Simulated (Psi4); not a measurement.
# TPSS/def2-SVP (core potential, sweep point 1) run of SnCl4 (tin tetrachloride)

Aim: the vertical ionisation energy of SnCl4 (tin tetrachloride) at TPSS/def2-SVP (core potential, sweep point 1), from 2 runs. The job is set up through a Python script.

The calculation is run with Psi4 1.11.

7 further runs of the same task are left out: 6 that didn't finish, 1 set aside as unsound or not needed. Runs told in other sessions of the task aren't counted.

### Step 1. Starting point

SnCl4: 5 atoms, total charge 0, spin state singlet. As SMILES, `[Cl][Sn]([Cl])([Cl])[Cl]`. The shape is that of a PBE0-D4/def2-TZVP optimisation.

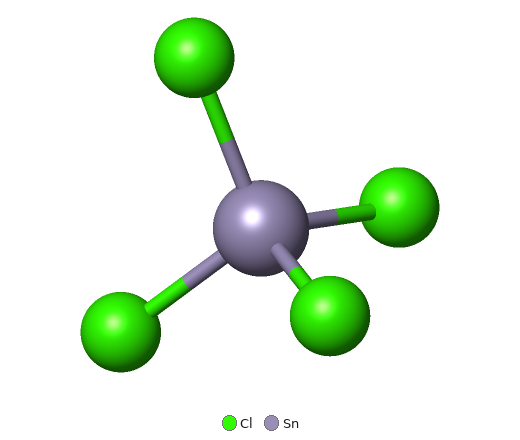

The structure, seen from a chosen angle (chlorine green, tin purple).

### Step 2. A single-point energy at TPSS/def2-SVP (core potential, sweep point 1)

Contents of calc.py:

```python
import psi4

psi4.set_memory(1600000000)
psi4.set_num_threads(1)
psi4.core.set_output_file('cl4sn.out', False)

molecule = psi4.geometry("""
0 1
Cl    -2.07231146    -0.30556871     3.78122859
Sn    -0.00001890     0.00000000    -0.00005669
Cl     3.58828755    -2.40705755     0.12481641
Cl    -2.57378808    -1.41383639    -3.17199979
Cl     1.05783089     4.12644376    -0.73400742
units au
symmetry c1
""")

psi4.set_options(dict(puream=True, scf_type='pk', dft_radial_points=99, dft_spherical_points=590))

e_tot, wfn = psi4.energy('tpss/def2-SVP', return_wfn=True)
print('E =', round(e_tot, 9))
for k, v in sorted(psi4.core.scalar_variables().items()):
    print(f'{k:45s} {v:18.10f}')
```

On the command line:

```bash
$ python calc.py
```

cl4sn.out:

```text
[...]
    !!!  WARNING: ECP capability is in beta. Please check occupations closely.  !!!
[...]
  Running in c1 symmetry.
[...]
  Nuclear repulsion =  591.733399093361641
[...]
  Multiplicity = 1
[...]
  Nalpha       = 45
  Nbeta        = 45
[...]
    Number of basis functions: 98
[...]
   @RKS iter   1: -2054.60265889897710   -8.86849e-01   4.27495e-03 ADIIS/DIIS
[...]
   @RKS iter   8: -2054.68719339632889   -9.75842e-09   6.50863e-08 DIIS
[...]
    Orbital Energies [Eh]
    ---------------------
    Doubly Occupied:
       1A   -100.995142     2A   -100.995076     3A   -100.995071
       4A   -100.995065     5A     -9.268821     6A     -9.268781
       7A     -9.268775     8A     -9.268770     9A     -7.054407
      10A     -7.054394    11A     -7.054390    12A     -7.054381
      13A     -7.045748    14A     -7.045745    15A     -7.045742
      16A     -7.045728    17A     -7.045727    18A     -7.045723
      19A     -7.045719    20A     -7.045717    21A     -5.027010
      22A     -3.399307    23A     -3.399307    24A     -3.399307
      25A     -1.048134    26A     -1.048132    27A     -1.048131
      28A     -1.041456    29A     -1.041455    30A     -0.803283
      31A     -0.770289    32A     -0.770282    33A     -0.770277
      34A     -0.501969    35A     -0.386991    36A     -0.386986
[...]
  @RKS Final Energy: -2054.68719339632889
   => Energetics <=
    Nuclear Repulsion Energy =            591.7333990933616406
    One-Electron Energy =               -4096.8568253270432251
    Two-Electron Energy =                1581.6027760474280512
    DFT Exchange-Correlation Energy =    -131.1665432100754174
    Empirical Dispersion Energy =           0.0000000000000000
    VV10 Nonlocal Energy =                  0.0000000000000000
    Total Energy =                      -2054.6871933963288939
[...]
 Multipole Moments:
 ------------------------------------------------------------------------------------
     Multipole            Electronic (a.u.)      Nuclear  (a.u.)        Total (a.u.)
 ------------------------------------------------------------------------------------
 L = 1.  Multiply by 2.5417464519 to convert [e a0] to [Debye]
 Dipole X            :         -0.0005098            0.0004616           -0.0000482
 Dipole Y            :          0.0001044           -0.0000923            0.0000121
 Dipole Z            :         -0.0014686            0.0012923           -0.0001763
 Magnitude           :                                                    0.0001831
[...]
```

The script printed:

```text
E = -2054.687193396
CURRENT ENERGY                                  -2054.6871933963
CURRENT REFERENCE ENERGY                        -2054.6871933963
DD SOLVATION ENERGY                                 0.0000000000
DFT FUNCTIONAL TOTAL ENERGY                     -2054.6871933963
DFT TOTAL ENERGY                                -2054.6871933963
DFT VV10 ENERGY                                     0.0000000000
DFT XC ENERGY                                    -131.1665432101
GRID ELECTRONS ALPHA                               45.0000005205
GRID ELECTRONS BETA                                45.0000005205
GRID ELECTRONS TOTAL                               90.0000010410
NUCLEAR REPULSION ENERGY                          591.7333990934
ONE-ELECTRON ENERGY                             -4096.8568253270
PCM POLARIZATION ENERGY                             0.0000000000
PE ENERGY                                           0.0000000000
SCF ITERATION ENERGY                            -2054.6871933963
SCF ITERATIONS                                      8.0000000000
SCF TOTAL ENERGY                                -2054.6871933963
TWO-ELECTRON ENERGY                              1581.6027760474
XC GRID RADIAL POINTS                              99.0000000000
XC GRID SPHERICAL POINTS                          590.0000000000
XC GRID TOTAL POINTS                           271179.0000000000
```

It took 14 s on 1 thread of Intel Xeon 6975P-C (Granite Rapids), shared host; peak memory 0.79 GiB.

### Step 3. The doublet cation

Contents of job.py:

```python
import psi4

psi4.set_memory(1600000000)
psi4.set_num_threads(1)
psi4.core.set_output_file('psi4.out', False)

geom = psi4.geometry("""
1 2
Cl    -2.07231146    -0.30556871     3.78122859
Sn    -0.00001890     0.00000000    -0.00005669
Cl     3.58828755    -2.40705755     0.12481641
Cl    -2.57378808    -1.41383639    -3.17199979
Cl     1.05783089     4.12644376    -0.73400742
units bohr
symmetry c1
""")

options = {'reference': 'uks', 'puream': True, 'scf_type': 'pk', 'dft_radial_points': 99, 'dft_spherical_points': 590, 'maxiter': 100}
psi4.set_options(options)

E = psi4.energy('tpss/def2-SVP', molecule=geom)
print('E =', round(E, 9))
for k, v in sorted(psi4.core.scalar_variables().items()):
    print(f'{k:45s} {v:18.10f}')
```

On the command line:

```bash
$ python job.py
```

psi4.out:

```text
[...]
    !!!  WARNING: ECP capability is in beta. Please check occupations closely.  !!!
[...]
  Running in c1 symmetry.
[...]
  Nuclear repulsion =  591.733399093361641
[...]
  Multiplicity = 2
[...]
  Nalpha       = 45
  Nbeta        = 44
[...]
    Number of basis functions: 98
[...]
   @UKS iter   1: -2054.20354635232707   -4.87737e-01   3.69727e-03 DIIS/ADIIS
[...]
   @UKS iter  26: -2054.28361553175773   -2.35482e-08   1.94551e-07 DIIS
[...]
   @S^2 Observed:                7.513465356E-01
[...]
    Orbital Energies [Eh]
    ---------------------
    Alpha Occupied:
       1A   -101.215456     2A   -101.215387     3A   -101.215385
       4A   -101.215381     5A     -9.488225     6A     -9.488183
       7A     -9.488181     8A     -9.488178     9A     -7.272514
      10A     -7.272501    11A     -7.272497    12A     -7.272494
      13A     -7.269505    14A     -7.269503    15A     -7.269490
      16A     -7.269484    17A     -7.263321    18A     -7.263307
      19A     -7.263307    20A     -7.263297    21A     -5.228744
      22A     -3.601178    23A     -3.601178    24A     -3.601040
      25A     -1.250474    26A     -1.250472    27A     -1.250470
      28A     -1.243696    29A     -1.243325    30A     -1.016068
      31A     -0.983878    32A     -0.983877    33A     -0.983799
      34A     -0.704909    35A     -0.591094    36A     -0.591092
[...]
  @UKS Final Energy: -2054.28361553175773
   => Energetics <=
    Nuclear Repulsion Energy =            591.7333990933616406
    One-Electron Energy =               -4077.8872632418006106
    Two-Electron Energy =                1562.6516493902990987
    DFT Exchange-Correlation Energy =    -130.7814007736178326
    Empirical Dispersion Energy =           0.0000000000000000
    VV10 Nonlocal Energy =                  0.0000000000000000
    Total Energy =                      -2054.2836155317577322
  UHF NO Occupations:
  HONO-2 :   43  A 1.9998042
  HONO-1 :   44  A 1.9998041
[...]
 Multipole Moments:
 ------------------------------------------------------------------------------------
     Multipole            Electronic (a.u.)      Nuclear  (a.u.)        Total (a.u.)
 ------------------------------------------------------------------------------------
 L = 1.  Multiply by 2.5417464519 to convert [e a0] to [Debye]
 Dipole X            :         -0.0006723            0.0004616           -0.0002107
 Dipole Y            :         -0.0005496           -0.0000923           -0.0006419
 Dipole Z            :         -0.0016542            0.0012923           -0.0003618
 Magnitude           :                                                    0.0007664
[...]
```

The script printed:

```text
E = -2054.283615532
CURRENT ENERGY                                  -2054.2836155318
CURRENT REFERENCE ENERGY                        -2054.2836155318
DD SOLVATION ENERGY                                 0.0000000000
DFT FUNCTIONAL TOTAL ENERGY                     -2054.2836155318
DFT TOTAL ENERGY                                -2054.2836155318
DFT VV10 ENERGY                                     0.0000000000
DFT XC ENERGY                                    -130.7814007736
GRID ELECTRONS ALPHA                               45.0000005193
GRID ELECTRONS BETA                                44.0000005216
GRID ELECTRONS TOTAL                               89.0000010409
NUCLEAR REPULSION ENERGY                          591.7333990934
ONE-ELECTRON ENERGY                             -4077.8872632418
PCM POLARIZATION ENERGY                             0.0000000000
PE ENERGY                                           0.0000000000
SCF ITERATION ENERGY                            -2054.2836155318
SCF ITERATIONS                                     26.0000000000
SCF TOTAL ENERGY                                -2054.2836155318
TWO-ELECTRON ENERGY                              1562.6516493903
XC GRID RADIAL POINTS                              99.0000000000
XC GRID SPHERICAL POINTS                          590.0000000000
XC GRID TOTAL POINTS                           271179.0000000000
```

Wall time 49 s (1 thread of Intel Xeon 6975P-C (Granite Rapids), shared host); peak memory 0.8 GiB.

### Step 4. What came out

At TPSS/def2-SVP (core potential, sweep point 1):

| quantity | value |
| --- | --- |
| singlet SnCl4: total energy | -2054.68719 Eh |
| singlet SnCl4: dipole moment | 0.00 D |
| singlet SnCl4: HOMO energy | -8.31 eV |
| singlet SnCl4: LUMO energy | -3.90 eV |
| singlet SnCl4: HOMO–LUMO gap | 4.41 eV |
| doublet cation: total energy | -2054.28362 Eh |
| doublet cation: HOMO energy (highest over α and β) | -13.70 eV |
| doublet cation: LUMO energy (lowest over α and β) | -13.65 eV |
| doublet cation: ⟨S²⟩ | 0.751 |
| vertical ionisation energy (to the doublet cation) | 10.982 eV |

The vertical ionisation energy comes to 10.98 eV (1060 kJ/mol). The negative HOMO energy of the first species, 8.31 eV, lies 2.67 eV below that difference.
